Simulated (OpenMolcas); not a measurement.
**Energy and gradient calculation, with input and output: C2H2F2**

System: C2H2F2.
Method: M06-L/aug-cc-pVDZ, RKS (OpenMolcas 26.06).

The geometry comes from this level: PBE0-D4/def2-TZVP.

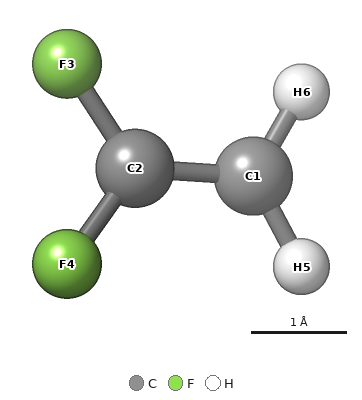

*The input geometry (ball-and-stick view, seen at a tilt; atoms are numbered from 1 in the order of the input).*

Bond lengths as drawn: C–C 1.31 Å, C–F 1.31 Å and C–H 1.08 Å.

## Input file
```
&GATEWAY
  BASLIB=$CurrDir
  COORD=input.xyz
  BASIS=aug-cc-pVDZ
  GROUP=NoSym

&SEWARD
  GRIDINPUT
  Grid=UltraFine
  End of Grid

&SCF
  KSDFT=M06L
  THRESHOLDS=1e-10 1e-07 1e-07 1e-05
  PRORBITALS=0

&ALASKA
```

## File input.xyz
```
6

C     -0.115900     0.471000    -0.544400
C      0.105000    -0.394600     0.420100
F     -0.454900    -0.363600     1.607600
F      0.919200    -1.422100     0.343000
H      0.394200     0.360600    -1.488400
H     -0.805600     1.284800    -0.384200
```

Machine: 1 thread of Arm Neoverse V1, 24 GiB of memory available, shared host.

Launch command:
```bash
export MOLCAS_MEM=1860
pymolcas job.inp > job.log
```

## The program's output
```
--- Start Module: gateway ---

                                              &GATEWAY

                       available to each process: 1.9 GB of memory, 1 thread

 Basis Set     1 Label: C.AUG-CC-PVDZ
 Basis set is read from library:.
 basistype.tbl is not found

 Basis Set     2 Label: F.AUG-CC-PVDZ
 Basis set is read from library:.
 basistype.tbl is not found

 Basis Set     3 Label: H.AUG-CC-PVDZ
 Basis set is read from library:.
 basistype.tbl is not found

++    Symmetry information:
      ---------------------

                    Character Table for C1

                             E
                    a        1  x, y, xy, Rz, z, xz, Ry, yz, Rx, I
--

++    Basis set information:
      ----------------------

      Basis set label: C.AUG-CC-PVDZ.........

      Electronic valence basis set:
      ------------------
      Associated Effective Charge   6.000000 au
      Associated Actual Charge      6.000000 au
      Nuclear Model: Point charge

      Shell  nPrim  nBasis  Cartesian Spherical Contaminant
         s      10       4        X
         p       5       3        X
         d       2       2                 X

      Basis set label: F.AUG-CC-PVDZ.........

      Electronic valence basis set:
      ------------------
      Associated Effective Charge   9.000000 au
      Associated Actual Charge      9.000000 au
      Nuclear Model: Point charge

      Shell  nPrim  nBasis  Cartesian Spherical Contaminant
         s      10       4        X
         p       5       3        X
         d       2       2                 X

      Basis set label: H.AUG-CC-PVDZ.........

      Electronic valence basis set:
      ------------------
      Associated Effective Charge   1.000000 au
      Associated Actual Charge      1.000000 au
      Nuclear Model: Point charge

      Shell  nPrim  nBasis  Cartesian Spherical Contaminant
         s       5       3        X
         p       2       2        X
--

++    Molecular structure info:
      -------------------------

                    ************************************************
                    **** Cartesian Coordinates / bohr, angstrom ****
                    ************************************************

     Center  Label                x              y              z                     x              y              z
        1      C1              -0.219019       0.890061      -1.028767             -0.115900       0.471000      -0.544400
        2      C2               0.198421      -0.745686       0.793874              0.105000      -0.394600       0.420100
        3      F3              -0.859636      -0.687104       3.037924             -0.454900      -0.363600       1.607600
        4      F4               1.737036      -2.687380       0.648176              0.919200      -1.422100       0.343000
        5      H5               0.744930       0.681435      -2.812668              0.394200       0.360600      -1.488400
        6      H6              -1.522363       2.427920      -0.726033             -0.805600       1.284800      -0.384200

                    ***************************************
                    *    InterNuclear Distances / bohr    *
                    ***************************************

               1 C1            2 C2            3 F3            4 F4            5 H5            6 H6
    1 C1       0.000000
    2 C2       2.484340        0.000000
    3 F3       4.408607        2.481668        0.000000
    4 F4       4.408670        2.481680        4.056440        0.000000
    5 H5       2.038388        3.916950        6.219080        4.930581        0.000000
    6 H6       2.038471        3.917013        4.930512        6.219198        3.541875        0.000000

                    *******************************************
                    *    InterNuclear Distances / angstrom    *
                    *******************************************

               1 C1            2 C2            3 F3            4 F4            5 H5            6 H6
    1 C1       0.000000
    2 C2       1.314656        0.000000
    3 F3       2.332934        1.313242        0.000000
    4 F4       2.332968        1.313249        2.146575        0.000000
    5 H5       1.078669        2.072760        3.290996        2.609151        0.000000
    6 H6       1.078712        2.072794        2.609115        3.291058        1.874279        0.000000

                    **************************************
                    *    Valence Bond Angles / degree    *
                    **************************************
                          Atom centers                 Phi
                      2 C2       1 C1       5 H5       119.68
                      2 C2       1 C1       6 H6       119.68
                      5 H5       1 C1       6 H6       120.63
                      1 C1       2 C2       3 F3       125.19
                      1 C1       2 C2       4 F4       125.19
                      3 F3       2 C2       4 F4       109.63

           ***************************************************************
           *              Valence Dihedral Angles / degree               *
           ***************************************************************
                    Atom centers                       Phi1     Phi2     Theta
           3 F3       2 C2       1 C1       5 H5        125.19   119.68  -180.00
           3 F3       2 C2       1 C1       6 H6        125.19   119.68    -0.00
           4 F4       2 C2       1 C1       5 H5        125.19   119.68     0.00
           4 F4       2 C2       1 C1       6 H6        125.19   119.68   180.00
--

            Nuclear Potential Energy            118.25319160 au

--- Stop Module: gateway /rc=_RC_ALL_IS_WELL_ ---

--- Start Module: seward ---

                                              &SEWARD

                       available to each process: 1.9 GB of memory, 1 thread

               SEWARD will generate:
                  Multipole Moment integrals up to order  2
                  Kinetic Energy integrals
                  Nuclear Attraction integrals (point charge)
                  One-Electron Hamiltonian integrals
                  Velocity integrals
                  Orbital angular momentum around (  0.2443  -0.9255   0.9943 )
                  Velocity quadrupole around (  0.2443  -0.9255   0.9943 )
                  Two-Electron Repulsion integrals

                   Integrals are discarded if absolute value <: 1.00E-14
                   Integral cutoff threshold is set to       <: 1.00E-16

            Nuclear Potential Energy            118.25319160 au

      Basis set specifications :
      Symmetry species         a
      Basis functions          110

--- Stop Module: seward /rc=_RC_ALL_IS_WELL_ ---
--- Module seward spent 4 seconds ---

--- Start Module: scf ---

                                                &SCF

                       available to each process: 1.9 GB of memory, 1 thread

 ###############################################################################
 ###     Minimized-density-differences option turned off!                    ###
 ###############################################################################
++    Input section:
      --------------

      Header of the integral files:

      Cartesian coordinates in angstrom:
      -----------------------------------------------------
      No.  Label        X            Y            Z
      -----------------------------------------------------
       1   C1        -0.11590000   0.47100000  -0.54440000
       2   C2         0.10500000  -0.39460000   0.42010000
       3   F3        -0.45490000  -0.36360000   1.60760000
       4   F4         0.91920000  -1.42210000   0.34300000
       5   H5         0.39420000   0.36060000  -1.48840000
       6   H6        -0.80560000   1.28480000  -0.38420000
      -----------------------------------------------------
      Nuclear repulsion energy =  118.25319160
--

++    Orbital specifications:
      -----------------------

      Symmetry species               1
                                     a
      Frozen orbitals                0
      Occupied orbitals             16
      Secondary orbitals            94
      Deleted orbitals               0
      Total number of orbitals     110
      Number of basis functions    110
--

      Molecular charge                           0.000

      Numerical integration parameters
      --------------------------------
      Radial quadrature type:                         MHL
      Size of radial grid:                            99
      Lebedev angular grid:                           41
      Angular grid pruned with the crowding factor:  1.00E+10
                                 and fading factor:  1.00E+01
      Screening threshold for integral computation:   1.00E-11
      Radial quadrature accuracy:                     1.00E-25
      Maximum batch size:                             128
      AO values are stored on disk
      The same grid will be used for all iterations.

      DFT functional specifications
      -----------------------------
      Using Libxc version: 6.2.2
      Please cite the following reference:
      S. Lehtola, C. Steigemann, M. J.T. Oliveira, and M. A.L. Marques.,  SoftwareX 7, 1–5 (2018) doi:10.1016/j.softx.2017.11.002

      * Minnesota M06-L exchange functional
      * Minnesota M06-L correlation functional
        - Y. Zhao and D. G. Truhlar.,  Theor. Chem. Acc. 120, 215 (2008) doi:10.1007/s00214-007-0310-x

++    Optimization specifications:
      ----------------------------

      SCF Algorithm: Conventional
      D(i)-D(i-1) density differences are used
      Number of density matrices in core                 5
      Maximum number of NDDO SCF iterations            400
      Maximum number of HF SCF iterations              400
      Threshold for SCF energy change             1.00E-10
      Threshold for density matrix                1.00E-07
      Threshold for Fock matrix                   1.00E-07
      Threshold for linear dependence             1.00E-09
      Threshold at which DIIS is turned on        1.50E-01
      Maximum depth in the DIIS procedure                5
      Maximum depth in the BFGS Hessian update          30
      Threshold at which QNR/C2DIIS is turned on  7.50E-02
      Threshold for Norm(delta) (QNR/C2DIIS)      1.00E-05
      All orbitals punched on: SCFORB
--

      Input vectors read from INPORB
      Orbital file label: *Guess orbitals

++ Convergence information
                                   M06L       iterations: Energy and convergence statistics

Iter     Tot. M06L       One-elec.       Two-elec.     Energy      Max Dij or  Max Fij      DNorm      TNorm      AccCon     Time
         Energy          Energy          Energy        Change      Delta Norm                                                in Sec.
   1  -276.577854027  -645.766443379   250.935397753   0.00E+00    6.40E-01*   1.46E-01*    8.35E+00   1.72E+02   None         4.
   2  -276.229474410  -649.137307495   254.654641487   3.48E-01*   8.72E-02*   1.24E-01*    9.51E+00   1.75E+02   EDIIS        3.
   3  -277.053186108  -650.134446844   254.828069137  -8.24E-01*   1.16E-01*   1.94E-02*    3.69E+00   1.73E+02   c2DIIS       3.
   4  -277.053039266  -646.979867004   251.673636138   1.47E-04*   6.51E-02*   1.40E-02*    1.25E+00   1.73E+02   c2DIIS       3.
   5  -277.062847495  -648.937889162   253.621850068  -9.81E-03*   8.23E-02*   1.72E-02*    4.77E-01   1.73E+02   QNRc2DIIS    3.
   6  -277.057439922  -648.158945401   252.848313880   5.41E-03*   5.54E-02*   3.65E-02*    4.58E-01   1.73E+02   QNRc2DIIS    3.
   7  -277.064232399  -648.689811048   253.372387050  -6.79E-03*   1.51E-03*   4.70E-04*    3.16E-01   1.73E+02   QNRc2DIIS    3.
   8  -277.064236721  -648.698262780   253.380834459  -4.32E-06*   3.96E-04*   1.47E-04*    1.21E-02   1.73E+02   QNRc2DIIS    3.
   9  -277.064237136  -648.698970004   253.381541269  -4.15E-07*   2.61E-04*   6.07E-05*    3.79E-03   1.73E+02   QNRc2DIIS    3.
  10  -277.064237155  -648.696650902   253.379222147  -1.90E-08*   1.09E-04*   2.85E-05*    2.12E-03   1.73E+02   QNRc2DIIS    3.
  11  -277.064237184  -648.698844436   253.381415654  -2.86E-08*   1.73E-05*   6.77E-06*    8.92E-04   1.73E+02   QNRc2DIIS    3.
  12  -277.064237185  -648.698461409   253.381032625  -7.49E-10*   1.50E-06    4.50E-07*    1.94E-04   1.73E+02   QNRc2DIIS    3.
  13  -277.064237185  -648.698474837   253.381046054  -3.75E-12    2.30E-07    7.36E-08     1.98E-05   1.73E+02   QNRc2DIIS    3.

       Convergence after  13 Iterations
--

 *****************************************************************************************************************************
 *                                             SCF/KS-DFT Program, Final results                                             *
 *                                                       Final Results                                                       *
 *****************************************************************************************************************************

::    Total KS-DFT energy                            -277.0642371846
      One-electron energy                            -648.6984748371
      Two-electron energy                             253.3810460535
      Nuclear repulsion energy                        118.2531915990
      Kinetic energy (interpolated)                   275.7112154165
      Virial theorem                                    1.0049073875
      Total spin, S(S+1)                                0.0000000000
      Total spin, S                                     0.0000000000
      Max non-diagonal density matrix element           0.0000001189
      Max non-diagonal Fock matrix element              0.0000000154

      No orbitals printed

++    Molecular charges:
      ------------------

      Mulliken charges per centre
      ---------------------------

                C1      C2      F3      F4      H5      H6
      Total    5.5986  4.9765  9.4500  9.4500  1.2625  1.2625

      N-E      0.4014  1.0235 -0.4500 -0.4500 -0.2625 -0.2625

      Total electronic charge=   32.000000

      Total            charge=   -0.000000
--

++    Molecular properties:
      ---------------------

      Charge (e):
                      =   -0.0000
      Dipole Moment (debye):
      Origin of the operator (angstrom)=    0.1293   -0.4898    0.5261
                   X= -1.8681E-01               Y=  7.3176E-01               Z= -8.1545E-01           Total=  1.1114E+00
      Quadrupole Moment (debye*angstrom):
      Origin of the operator (angstrom)=    0.1293   -0.4898    0.5261
                  XX= -2.2154E+01              XY= -3.7134E-01              XZ=  7.3658E-02              YY= -2.1411E+01
                  YZ= -8.4228E-01              ZZ= -2.1151E+01
      In traceless form (debye*angstrom)
                  XX= -8.7284E-01              XY= -5.5701E-01              XZ=  1.1049E-01              YY=  2.4092E-01
                  YZ= -1.2634E+00              ZZ=  6.3192E-01
--

--- Stop Module: scf /rc=_RC_ALL_IS_WELL_ ---
--- Module scf spent 45 seconds ---

--- Start Module: alaska ---

                                              &ALASKA

                       available to each process: 1.9 GB of memory, 1 thread

                     Threshold for contributions to the gradient: 1.000E-07

                    ********************************************
                    * Symmetry Adapted Cartesian Displacements *
                    ********************************************

           Irreducible representation : a
           Basis function(s) of irrep: x, y, xy, Rz, z, xz, Ry, yz, Rx, I

 Basis Label        Type   Center Phase
   1   C1           x         1     1
   2   C1           y         1     1
   3   C1           z         1     1
   4   C2           x         2     1
   5   C2           y         2     1
   6   C2           z         2     1
   7   F3           x         3     1
   8   F3           y         3     1
   9   F3           z         3     1
  10   F4           x         4     1
  11   F4           y         4     1
  12   F4           z         4     1
  13   H5           x         5     1
  14   H5           y         5     1
  15   H5           z         5     1
  16   H6           x         6     1
  17   H6           y         6     1
  18   H6           z         6     1

                     No automatic utilization of translational and rotational invariance of the energy is employed.

 DFT contribution computed for a moving grid.

 Conventional ERI gradients!

 **************************************************
 *              Molecular gradients               *
 **************************************************

  Irreducible representation: a
 ------------------------------------------------------------------------------------------
                              X                       Y                       Z
 ------------------------------------------------------------------------------------------
  C1                1.33658014096838E-03   -5.17982124942851E-03    5.74946103853158E-03
  C2                4.60482838078646E-04   -1.80574269634715E-03    2.01090789834169E-03
  F3                4.70767678033290E-03    1.86681082904316E-04   -1.07354115312859E-02
  F4               -7.12597103635382E-03    9.29761055648903E-03    1.61835311061065E-04
  H5               -1.60181525552305E-03    2.19496591247315E-04    3.17466155375401E-03
  H6                2.22304653243732E-03   -2.71822428490065E-03   -3.61454270481593E-04
 ------------------------------------------------------------------------------------------

--- Stop Module: alaska /rc=_RC_ALL_IS_WELL_ ---
--- Module alaska spent 7 seconds ---

.##################.
.# Happy landing! #.
.##################.

    Timing: Wall=58.36 User=53.35 System=4.98
```

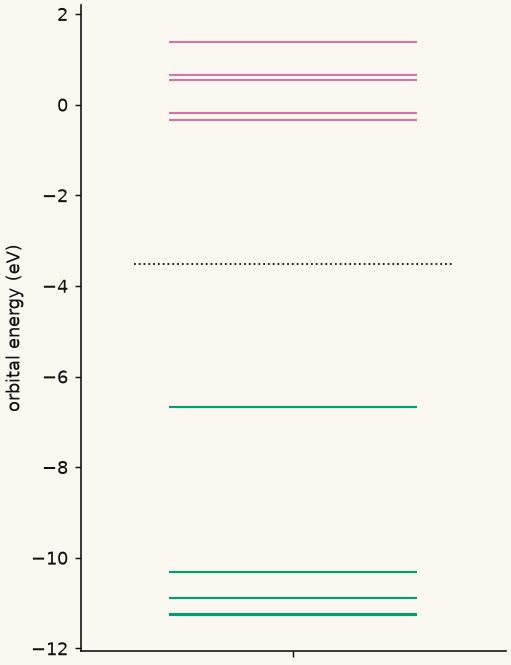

*Orbital energies near the frontier; the dotted line parts filled from empty levels, and levels within 0.02 eV of each other stand side by side.*

Highest filled −6.67 eV, lowest empty −0.34 eV, 6.33 eV apart.

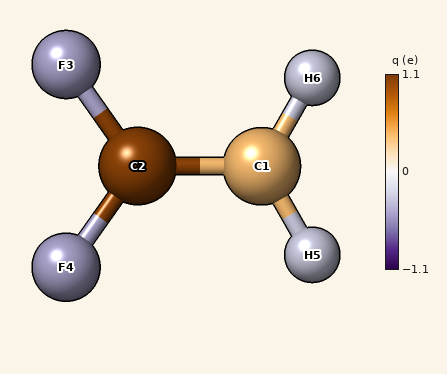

*Mulliken charges, as the colour of each atom (ball-and-stick view, seen on its broad side; atoms are numbered from 1 in the order of the input).*

By element: C +0.40 to +1.02, F −0.45 and H −0.26 e.

## Key numbers

```tsv
quantity	value
outcome	converged
total energy	−277.064237 hartree
basis functions	110
largest force	0.603 eV/Å
HOMO	−6.67 eV
LUMO	−0.34 eV
dipole moment	1.11 debye
wall time	59 s
peak memory	0.65 GiB
```
